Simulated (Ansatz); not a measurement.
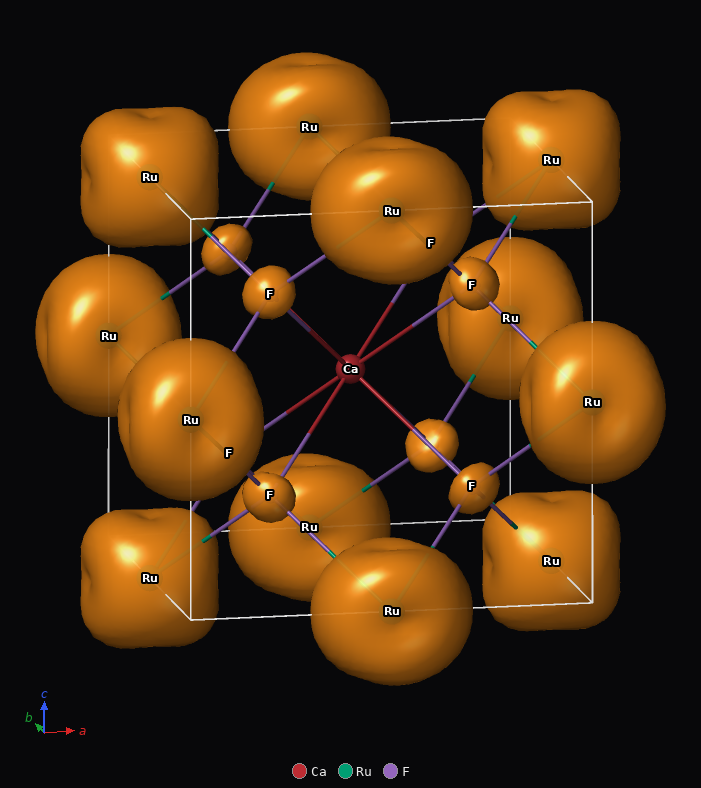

Figure. CaRu3F8. Isosurfaces of the magnetisation density (up minus down) at +0.2 (orange) and −0.2 e/Å³ (purple), seen slightly off an axis. Sticks mark near contacts.

Space group Pm-3m; a structure generated by program, which may or may not match a known phase; the SCF solution may not be the lowest one; the program warned that another magnetic order may lie lower; spin-polarised.

Level of theory: Ansatz, DFT PBE, scalar-relativistic, plane waves, PAW.

The density is the valence pseudo-density of a PAW calculation; it isn't the true density close to the nuclei.

**Which atoms carry the moments, and with what signs?**

The spin density sits on Ru: +3.0 μB (×3) in one cell of 12 atoms, with smaller moments on other sites: F (up to +0.15 μB): parallel moments (a ferromagnetic arrangement) in this solution. The cell of the calculation (12 atoms) carries 12.0 μB of net spin moment. Only one sign reaches the isovalue.
